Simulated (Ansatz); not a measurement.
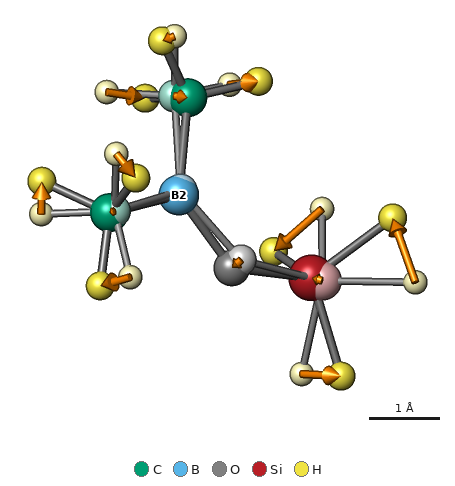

A relaxation of C₂H₉BOSi. The starting structure is drawn faded, the final one solid; orange arrows show the displacements, at their true length. The two geometries are superimposed by the best rigid fit.

A ball-and-stick model, seen from a free direction.

The start comes from PBE-D4/def2-SVP.

Theory: RKS PBE0-D4/def2-TZVP (Ansatz). Settings: force threshold 0.005 eV/Å; at most 150 steps.

**Which element moves most?**

Hydrogen: up to 1.07 Å, against 0.22 Å for carbon.

**What did the optimiser do to the structure, and how much energy did it gain?**

After 45 accepted moves (51 points after the start) the energy has fallen by 0.086 eV. Largest force component: 0.77 eV/Å at the start, 0.0024 eV/Å at the end. The line search rejected the trial steps at points 14, 27, 29, 37, 38, 41 of the run. The forces were under the threshold at step 46, but the run went on from there. The atom that moves furthest after the best rigid fit is an H atom (1.07 Å). Largest moves by element: H 1.07 Å, C 0.22 Å, O 0.19 Å, Si 0.16 Å, B 0.07 Å. Some distances before and after: O–Si 1.685 → 1.649 Å, H–Si 1.500 → 1.481 Å, C–H 1.107 → 1.091 Å, B–C 1.582 → 1.568 Å. Among the angles between lasting bonds that change: B–O–Si 139.0° → 132.7°, B–C–H 111.5° → 108.8°, B–C–H 110.8° → 113.1°. Groups turn about O–Si by about 50°, B–C by about 30°, B–C by about 20°. The run took about 19 core-minutes on a shared host.
